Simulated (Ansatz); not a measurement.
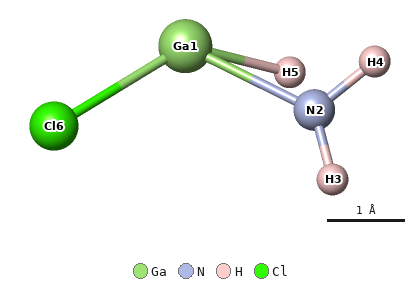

Fig. 1: The structure as given in the input (ball-and-stick view, seen at a tilt; atoms are numbered from 1 in the order of the input). Sticks mark near contacts.

# Frequency calculation of GaNH3Cl

The run: frequency calculation of GaNH3Cl. Method and program: RKS PBE-D4/def2-TZVP (Ansatz 0.2.0).

It belongs to a series of runs on one base structure; here: vibrations at the highest image of the band. Figures and captions count atoms from 1; the log counts them from 0 in places.

**The input**
```yaml
crystal:
  periodic: [false, false, false]
  atoms:
    - { symbol: Ga, position_ang: [0.432263, 0.450944, -0.316612] }
    - { symbol: "N", position_ang: [1.024854, -0.040495, 1.52818] }
    - { symbol: H, position_ang: [0.63547, -0.635787, 2.273472] }
    - { symbol: H, position_ang: [1.785306, 0.526946, 1.915783] }
    - { symbol: H, position_ang: [1.815167, -0.358808, 0.139496] }
    - { symbol: Cl, position_ang: [-1.709861, 0.057199, -0.55262] }
basis:
  gaussian: { orbitals: def2-TZVP }
hamiltonian:
  xc: pbe
  dispersion: d4
phonons: {}
```

Launch command:
```bash
ansatz run input.yaml --threads 4 --pin off --max-ram 5120MiB --backend cpu --events-out ev --progress --plain --runs-dir out
```

**Output**
```
Engine: ansatz 0.2.0, x86_64-unknown-linux-gnu
Functional definition: PBE
  parameter kappa = 0.804
  parameter beta = 0.06672455060314922
  exchange = pbe_x(kappa = kappa, mu = beta*pi^2/3)
  correlation = pbe_c(beta = beta)
911 factors; their error is unknown
mean field evaluation 1: about -66410.7431 eV, gradient 8.7e1 eV
mean field evaluation 2: about -66314.6855 eV, gradient 1.7e2 eV
mean field evaluation 4: about -66420.4191 eV, gradient 4.1e1 eV
mean field evaluation 8: about -66425.5523 eV, gradient 5.5e-1 eV
mean field evaluation 16: about -66425.5359 eV, gradient 6.9e-4 eV
mean field -66425.53591512 eV, -2441.0934200351 hartree, gradient 2.1e-5 eV, S^2 0.000000; 0 other end points of the search recorded, 0 dependent functions left out
the calculation of the forces begins
reference -66425.53594957 eV, -2441.0934213012 hartree; 29, 29 occupied and 105, 105 virtual orbitals, 911 factors
these checks for a lower state are left out or cut short: stability, starts, cluster_reference, orbital_swaps, neighbouring_geometries, increment
911 factors; their error is unknown
mean field -66425.53585623 eV, -2441.0934178710 hartree, gradient 2.3e-6 eV, S^2 0.000000; 0 other end points of the search recorded, 0 dependent functions left out
[... from here on the field's lines of each further geometry are left out, up to the last ...]
the calculation of the forces begins
reference -66425.53592269 eV, -2441.0934203134 hartree; 29, 29 occupied and 105, 105 virtual orbitals, 911 factors
these checks for a lower state are left out or cut short: stability, starts, cluster_reference, orbital_swaps, neighbouring_geometries, increment
911 factors; their error is unknown
mean field evaluation 256: about -66425.5359 eV, gradient 3.2e-5 eV
mean field -66425.53593769 eV, -2441.0934208647 hartree, gradient 1.9e-6 eV, S^2 0.000000; 0 other end points of the search recorded, 0 dependent functions left out
the calculation of the forces begins
reference -66425.53597214 eV, -2441.0934221309 hartree; 29, 29 occupied and 105, 105 virtual orbitals, 911 factors
WARN: phonons: modes at or below zero, which the zero-point energy, F, S and C_V leave out: 1, the lowest at -1195.04 cm⁻¹. A minimum has none, and a first-order saddle one
Total energy: -66425.64356548 eV, -2441.0973761130 hartree
Atom 0 at     0.432263     0.450944    -0.316612 Å, force    -0.000103     0.000130     0.000120 eV/Å
Atom 1 at     1.024854    -0.040495     1.528180 Å, force    -0.000004    -0.000030     0.000099 eV/Å
Atom 2 at     0.635470    -0.635787     2.273472 Å, force    -0.000104    -0.000035     0.000088 eV/Å
Atom 3 at     1.785306     0.526946     1.915783 Å, force    -0.000028     0.000154     0.000015 eV/Å
Atom 4 at     1.815167    -0.358808     0.139496 Å, force     0.000238    -0.000207    -0.000289 eV/Å
Atom 5 at    -1.709861     0.057199    -0.552620 Å, force     0.000001    -0.000011    -0.000034 eV/Å
Dipole moment:     0.481006     0.046621     0.398500 e Å
Vibrations: -1195.04 119.23 263.38 371.28 461.99 521.98 669.20 912.09 1476.78 1613.57 3313.67 3467.27 cm⁻¹, zero-point energy 0.817704 eV
```

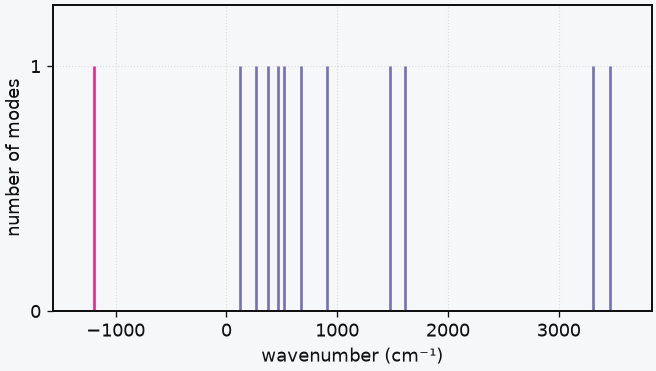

Fig. 2: Harmonic vibrational wavenumbers from the force constants; neighbouring modes closer than 21 cm⁻¹ are counted in one stick, and imaginary ones are drawn at negative wavenumbers. 12 modes from 1195i to 3467 cm⁻¹, 1 imaginary beyond 8i (1195i cm⁻¹): a first-order saddle point, if the geometry is stationary.

**Summary**

```json
{"quantity": "outcome", "value": "converged"}
{"quantity": "total energy", "value": "−66425.6436 eV"}
{"quantity": "mean-field energy", "value": "−66425.5359 eV"}
{"quantity": "largest force (length of the vector)", "value": "under 0.001 eV/Å"}
{"quantity": "hardware", "value": "4 threads of Intel Xeon @ 2.50GHz (Skylake/Cascade Lake), 32 GiB of memory available, shared host"}
{"quantity": "wall time", "value": "38 s (CPU time 2.2 min)"}
{"quantity": "peak memory", "value": "0.18 GiB"}
```
